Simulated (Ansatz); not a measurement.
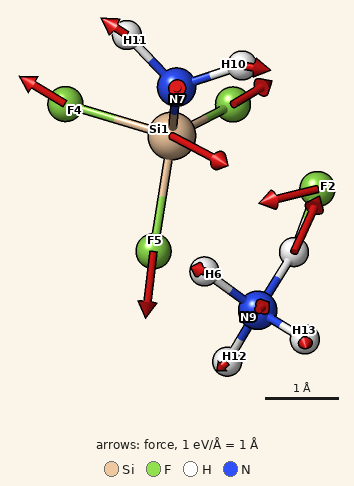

Starting geometry of SiN2H6F4 with the computed forces as red arrows. A ball-and-stick model, seen from a free direction.

The reaction that was planned forms Si1–N7, H6–N9, F2–H8 and breaks Si1–F2, H6–N7, H8–N9 (atoms numbered from 1 in input order).

Level of theory: Ansatz, RKS PBE0-D4/def2-SVP. Set-up: held fixed: the distance between atoms 1 (Si) and 7 (N), the distance between atoms 6 (H) and 9 (N), the distance between atoms 2 (F) and 8 (H), the distance between atoms 1 (Si) and 2 (F), the distance between atoms 6 (H) and 7 (N), the distance between atoms 8 (H) and 9 (N), counting from 1; force threshold 0.04 eV/Å; at most 150 steps.

Question: Is this structure relaxed? If not, where do the atoms go?

Answer: It isn't relaxed: the largest force vector, on the Si atom, is 1.34 eV/Å. The final displacements have little in common with the starting forces (cosine between the two patterns 0.11). The atom that moves furthest after the best rigid fit is an H atom (0.34 Å). Largest moves by element: H 0.34 Å, F 0.18 Å, N 0.07 Å, Si 0.07 Å. Some distances before and after: F–Si 1.585 → 1.605 Å, F–Si 1.609 → 1.628 Å, H–N 1.015 → 1.022 Å. Bond angles that change, for instance: F–Si–N 111.1° → 116.0°, H–N–H 109.8° → 113.2°, F–Si–N 127.6° → 124.2°. The energy falls by 8.50 kJ/mol in 5 geometry steps. Largest force component: 0.72 eV/Å at the start, 0.015 eV/Å at the end. The run took roughly 40 core-seconds on a shared host.
